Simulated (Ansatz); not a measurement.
**SnH2 (SMILES [H][Sn][H]): levels of theory compared**

We compute a comparison of 6 runs (B2PLYP/STO-3G, BLYP/STO-3G, UPBE0/STO-3G, revPBE/STO-3G, MP2/STO-3G, CCSDT(Q)/STO-3G) of SnH2. 

Program for the calculation: Ansatz 0.2.0.

32 further runs of the same task are left out: 2 that didn't finish, 30 set aside as unsound or not needed.

## (1) The molecule

SnH2 has 3 atoms, charge 0, and is taken as a singlet. As SMILES, `[H][Sn][H]`. The H2–Sn1 distance was set to 2.700 Å, away from the relaxed value. At this shape a bond of the SMILES string is far longer than usual.

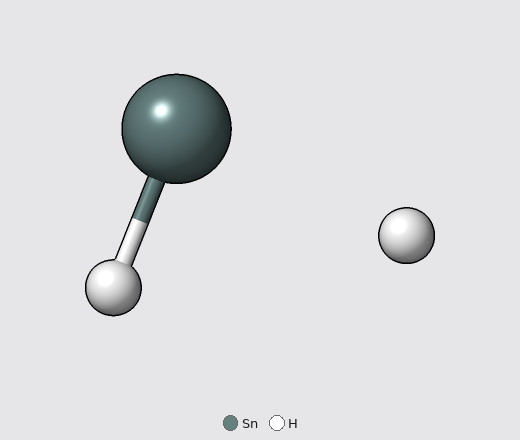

Viewed from a chosen angle; tin teal, hydrogen white.

## (2) The energy at B2PLYP/STO-3G (run 1)

molecule.yaml reads:

```yaml
crystal:
  periodic: [false, false, false]
  atoms:
    - {symbol: Sn, position_ang: [-0.610534, -0.004405, -1.526546]}
    - {symbol: H, position_ang: [1.236480, -0.017770, 0.442810]}
    - {symbol: H, position_ang: [-1.857334, 0.031085, -0.229216]}
basis:
  gaussian:
    orbitals: STO-3G
hamiltonian:
  xc: {name: B2PLYP}
correlation:
  frozen_orbitals: {H: 0, Sn: 18}
accuracy: high
```

Started as:

```console
ansatz run molecule.yaml --threads 1 --pin off --max-ram 2610MiB --events-out events.jsonl --progress --plain --runs-dir runs
```

Log:

```text
Warning: RAYON_NUM_THREADS=1 ignored (pool sized by the plan → 1); use --threads N
Functional definition: B2PLYP
  name "B2PLYP"
  parameter a = 0.53
  parameter c = 0.27
  exchange = (1 - a)*b88_x + a*exact_x
  correlation = (1 - c)*lyp_c + c*(mp2_os + mp2_ss)
492 factors; integrals over basis functions are off by at most 5.0e-9 eV
mean field evaluation 1: about -162335.4033 eV, gradient 1.5e1 eV
mean field evaluation 2: about -162335.3973 eV, gradient 1.5e1 eV
mean field evaluation 4: about -162337.8710 eV, gradient 9.3e-1 eV
mean field evaluation 8: about -162337.8729 eV, gradient 4.5e-3 eV
mean field evaluation 16: about -162337.8729 eV, gradient 9.5e-8 eV
mean field -162337.87292995 eV, -5965.8067936133 hartree, gradient 9.5e-8 eV, S^2 0.000000; 0 other end points of the search recorded, 0 dependent functions left out; unrestricted orbitals would lower it
18 core orbitals not correlated: weight in the atoms' cores, before any rotation towards them, 1.000 or more for the frozen orbitals, at most 0.000 for the correlated occupied ones
reference -162337.87294625 eV, -5965.8067942123 hartree; 8, 8 occupied and 3, 3 virtual orbitals, 492 factors
second order -2.36159150 eV of doubles, -0.00000000 eV of singles
Total energy: -162338.51057595 eV, -5965.8302266717 hartree
```

Wall time 1.6 s (1 thread of Arm Neoverse V1, shared host); peak memory 0.097 GiB.

## (3) A single-point energy at BLYP/STO-3G (run 2)

input.yaml reads:

```yaml
crystal:
  periodic: [false, false, false]
  atoms:
    - {symbol: Sn, position_ang: [-0.610534, -0.004405, -1.526546]}
    - {symbol: H, position_ang: [1.236480, -0.017770, 0.442810]}
    - {symbol: H, position_ang: [-1.857334, 0.031085, -0.229216]}
basis:
  gaussian:
    orbitals: STO-3G
hamiltonian:
  xc: {name: BLYP}
accuracy: high
```

Started as:

```console
ansatz run input.yaml --threads 1 --pin off --max-ram 2610MiB --events-out events.jsonl --progress --plain --runs-dir runs
```

Log:

```text
Warning: RAYON_NUM_THREADS=1 ignored (pool sized by the plan → 1); use --threads N
Functional definition: BLYP
  name "BLYP"
  parameter beta = 0.0042
  parameter a = 0.04918
  parameter b = 0.132
  parameter c = 0.2533
  parameter d = 0.349
  exchange = b88_x(beta = beta)
  correlation = lyp_c(a = a, b = b, c = c, d = d)
492 factors; integrals over basis functions are off by at most 5.0e-9 eV
mean field evaluation 1: about -162344.5951 eV, gradient 1.9e1 eV
mean field evaluation 2: about -162330.4495 eV, gradient 1.9e1 eV
mean field evaluation 4: about -162344.6540 eV, gradient 1.9e1 eV
mean field evaluation 8: about -162344.6280 eV, gradient 1.9e1 eV
mean field evaluation 16: about -162348.0664 eV, gradient 1.1e-6 eV
mean field -162348.06635023 eV, -5966.1813948993 hartree, gradient 6.0e-9 eV, S^2 0.000000; 0 other end points of the search recorded, 0 dependent functions left out
reference -162348.06638476 eV, -5966.1813961681 hartree; 26, 26 occupied and 3, 3 virtual orbitals, 492 factors
Total energy: -162348.06638476 eV, -5966.1813961681 hartree
```

Run time: 1.4 s. Hardware: 1 thread of Arm Neoverse V1, shared host.

Run 3 isn't shown in full; the table further down has it.

## (4) The energy at revPBE/STO-3G (run 4)

job.yaml reads:

```yaml
crystal:
  periodic: [false, false, false]
  atoms:
    - {symbol: Sn, position_ang: [-0.610534, -0.004405, -1.526546]}
    - {symbol: H, position_ang: [1.236480, -0.017770, 0.442810]}
    - {symbol: H, position_ang: [-1.857334, 0.031085, -0.229216]}
basis:
  gaussian:
    orbitals: STO-3G
hamiltonian:
  xc: {name: revPBE}
accuracy: high
```

Started as:

```console
ansatz run job.yaml --threads 1 --pin off --max-ram 2610MiB --events-out events.jsonl --progress --plain --runs-dir runs
```

Log:

```text
Warning: RAYON_NUM_THREADS=1 ignored (pool sized by the plan → 1); use --threads N
Functional definition: revPBE
  name "revPBE"
  parameter kappa = 1.245
  parameter beta = 0.06672455060314922
  exchange = pbe_x(kappa = kappa, mu = beta*pi^2/3)
  correlation = pbe_c(beta = beta)
492 factors; integrals over basis functions are off by at most 5.0e-9 eV
mean field evaluation 1: about -162339.2885 eV, gradient 1.8e1 eV
mean field evaluation 2: about -162325.1916 eV, gradient 1.8e1 eV
mean field evaluation 4: about -162338.9741 eV, gradient 1.9e1 eV
mean field evaluation 8: about -162342.6071 eV, gradient 9.0e-2 eV
mean field evaluation 16: about -162330.9184 eV, gradient 1.8e1 eV
mean field -162342.60718612 eV, -5965.9807743184 hartree, gradient 9.9e-9 eV, S^2 0.000000; 0 other end points of the search recorded, 0 dependent functions left out
reference -162342.60718823 eV, -5965.9807743962 hartree; 26, 26 occupied and 3, 3 virtual orbitals, 492 factors
Total energy: -162342.60718823 eV, -5965.9807743962 hartree
```

Wall time 1.4 s (1 thread of Arm Neoverse V1, shared host).

Run 5 isn't shown in full; the table further down has it.

## (5) The energy at CCSDT(Q)/STO-3G (run 6)

Changes to job.yaml since step 4:

```diff
@@ -7,6 +7,6 @@
 basis:
-  gaussian:
-    orbitals: STO-3G
-hamiltonian:
-  xc: {name: revPBE}
+  gaussian: {orbitals: STO-3G}
+total_charge: 0
+correlation: {method: ccsdt_q, frozen_orbitals: {H: 0, Sn: 18}}
 accuracy: high
+scf: {omitted_lower_state_checks: [cluster_reference, increment]}
```

Started as:

```console
ansatz run job.yaml --threads 1 --pin off --max-ram 2610MiB --events-out events.jsonl --progress --plain --runs-dir runs
```

Log (excerpt; [...] marks lines left out):

```text
Warning: RAYON_NUM_THREADS=1 ignored (pool sized by the plan → 1); use --threads N
Functional definition: HF
  name "HF"
[...]
492 factors; integrals over basis functions are off by at most 5.0e-9 eV
[...]
mean field -162294.72599019 eV, -5964.2211728232 hartree, gradient 7.6e-9 eV, S^2 0.000000; 3 other end points of the search recorded, 0 dependent functions left out; unrestricted orbitals would lower it
18 core orbitals not correlated: weight in the atoms' cores, before any rotation towards them, 1.000 or more for the frozen orbitals, at most 0.000 for the correlated occupied ones
reference -162294.72599019 eV, -5964.2211728232 hartree; 8, 8 occupied and 3, 3 virtual orbitals, 492 factors
second order -1.59218942 eV of doubles, -0.00000000 eV of singles
cycle   1  -2.07799502 eV  change   -6.6e-1 eV  update   1.2e-1
[...]
cycle  27  -2.84121777 eV  change   1.4e-10 eV  update  8.6e-11
perturbative correction -0.00051503 eV, -0.0000189271 hartree
WARN: these amplitudes may be one of several solutions (largest doubles amplitude 0.38, level shift 1.55 eV)
Total energy: -162297.56772300 eV, -5964.3256045775 hartree
Checks for a lower state left out: cluster_reference, increment
```

It took 1.1 s on 1 thread of Arm Neoverse V1, shared host; peak memory 0.09 GiB.

## (6) Overview of the runs

| run | level | frozen core orbitals | energy (Eh) | wall time |
| --- | --- | --- | --- | --- |
| 1 | B2PLYP/STO-3G | 18 | -5965.830227 | 1.6 s |
| 2 | BLYP/STO-3G | – | -5966.181396 | 1.4 s |
| 3 | UPBE0/STO-3G | – | -5966.029179 | 5.7 s |
| 4 | revPBE/STO-3G | – | -5965.980774 | 1.4 s |
| 5 | MP2/STO-3G | 18 | -5964.279685 | 0.87 s |
| 6 | CCSDT(Q)/STO-3G | 18 | -5964.325605 | 1.1 s |

## (7) Summary of results

```
                                           quantity           value
                                run 6: total energy  -5964.32560 Eh
run 6: correlation energy (18 core orbitals frozen)      -104.4 mEh
                               run 6: T1 diagnostic           0.024
```

Totals of different functionals can't be ranked against each other. In runs 1, 5, 6 the log says that unrestricted orbitals would lower the reference, so the values rest on an unstable closed-shell determinant (other closed-shell runs at this shape may share the fault). In runs 1, 2, 3, 4, 5, 6 the basis is minimal, so the values are rough. In runs 1, 2, 3, 4, 5, 6 relativity is left out where basis or elements ask for it. Spin contamination of the reference: run 3 ⟨S²⟩ = 0.33. All runs together took 12 s, the longest 5.7 s.
